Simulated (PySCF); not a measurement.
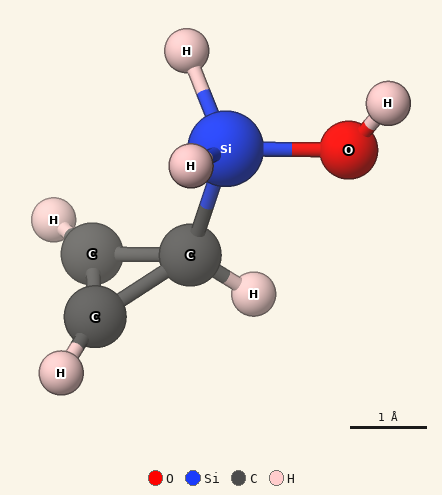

Figure 1. The structure as given in the input (ball-and-stick view, seen at a tilt).

# Core-level calculation, with input and output: C₃H₆OSi

C₃H₆OSi, SMILES O[SiH2]C1C=C1, computed with delta-SCF UKS SCAN, pcX-2 on the ionised atom, pcseg-1 elsewhere, spin-free X2C (PySCF 2.14.0).

It belongs to a series of runs on one base structure; here: H on Si replaced by OH. Figures and captions count atoms from 1; the log counts them from 0 in places.

## What the program printed
```
ground state, core basis on atom 0 (O), 135 functions
  cycle   1  E = -482.97609660  |g| = 8.92e-01
  cycle   2  E = -482.57475630  |g| = 1.68e+00
  cycle   3  E = -483.11801513  |g| = 1.66e-01
  cycle   4  E = -483.12297703  |g| = 7.46e-02
  cycle   5  E = -483.12442605  |g| = 1.44e-02
  cycle   6  E = -483.12446052  |g| = 7.98e-03
  cycle   7  E = -483.12447734  |g| = 2.36e-03
  cycle   8  E = -483.12447832  |g| = 3.80e-04
  E(ground) = -483.16232384 Eh
hole in O 1s of atom 0
  cycle   1  E = -462.53214062  |g| = 2.22e+00
  cycle   2  E = -460.43174627  |g| = 2.52e+00
[... 9 cycles left out ...]
  E(ion) = -463.37728570 Eh   <S^2> = 0.7614   hole on atom = 1.000   binding energy = 538.378 eV
ground state, core basis on atom 1 (Si), 146 functions
[... 7 cycles left out ...]
  E(ground) = -483.19336132 Eh
hole in Si 1s of atom 1
[... 11 cycles left out ...]
  E(ion) = -415.33192408 Eh   <S^2> = 0.7520   hole on atom = 1.000   binding energy = 1846.604 eV
hole in Si 2p of atom 1
[... 9 cycles left out ...]
  E(ion) = -479.26074159 Eh   <S^2> = 0.7515   hole on atom = 1.003   binding energy = 107.012 eV
  2p3/2 = 106.756 eV   2p1/2 = 107.382 eV
ground state, core basis on atom 2 (C), 135 functions
[... 7 cycles left out ...]
  E(ground) = -483.13387599 Eh
hole in C 1s of atom 2
[... 11 cycles left out ...]
  E(ion) = -472.46157031 Eh   <S^2> = 0.7739   hole on atom = 1.000   binding energy = 290.408 eV
ground state, core basis on atom 3 (C), 135 functions
[... 6 cycles left out ...]
  E(ground) = -483.13508139 Eh
hole in C 1s of atom 3
[... 4 cycles left out ...]
  cycle   5  E = -472.38623383  |g| = 2.22e-01
  cycle   6  E = -472.40772123  |g| = 5.86e-02
  cycle   7  E = -472.40950900  |g| = 2.06e-02
  cycle   8  E = -472.40973478  |g| = 7.46e-03
  cycle   9  E = -472.40980152  |g| = 4.98e-03
  cycle  10  E = -472.40983468  |g| = 3.49e-03
  cycle  11  E = -472.40985910  |g| = 1.96e-03
  cycle  12  E = -472.40987234  |g| = 8.58e-04
  cycle  13  E = -472.40987464  |g| = 5.04e-04
  cycle  14  E = -472.40987525  |g| = 1.78e-04
  E(ion) = -472.45018087 Eh   <S^2> = 0.8274   hole on atom = 1.000   binding energy = 290.751 eV
```

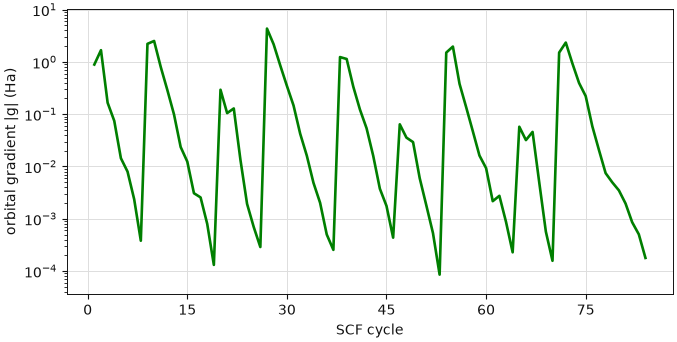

Figure 2. Convergence of the self-consistent field: orbital gradient |g| against the SCF cycle. All cycles printed in the log are drawn one after another.

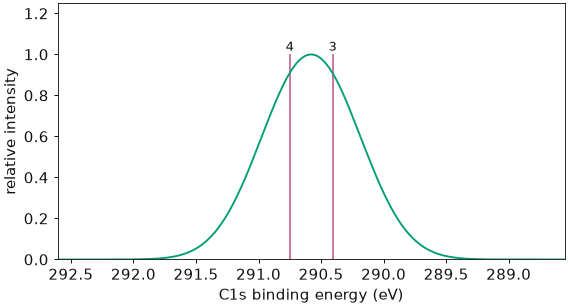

Figure 3. C1s binding energies by ΔSCF of the atoms computed, labelled by atom number, with a Gaussian envelope of 0.8 eV full width. They run from 290.41 eV (atom 3) to 290.75 eV (atom 4).

The run was set up as follows.

## Input file
```
{"job": {"kind": "xps"}, "charge": 0, "multiplicity": 1}
O      1.981332     0.654295     1.053627
Si     1.146598     0.120989    -0.238673
C     -0.610166     0.021984     0.423626
C     -1.602448    -0.985157    -0.113437
C     -1.808809     0.239024    -0.473132
H      2.921051     0.803683     1.010562
H      1.274874     1.065108    -1.354892
H      1.658039    -1.183749    -0.674216
H     -0.728547     0.308934     1.469527
H     -1.861616    -2.014553    -0.126270
H     -2.364884     0.972114    -1.002685
```

The first line tells a small driver script what to run in PySCF; the rest is the geometry in Å.

Command:
```bash
OMP_NUM_THREADS=1 python <driver script> task.json out
```

## Summary

```json
{"quantity": "outcome", "value": "converged"}
{"quantity": "hardware", "value": "1 CPU thread, shared host"}
{"quantity": "wall time", "value": "32 s"}
{"quantity": "peak memory", "value": "0.43 GiB"}
```
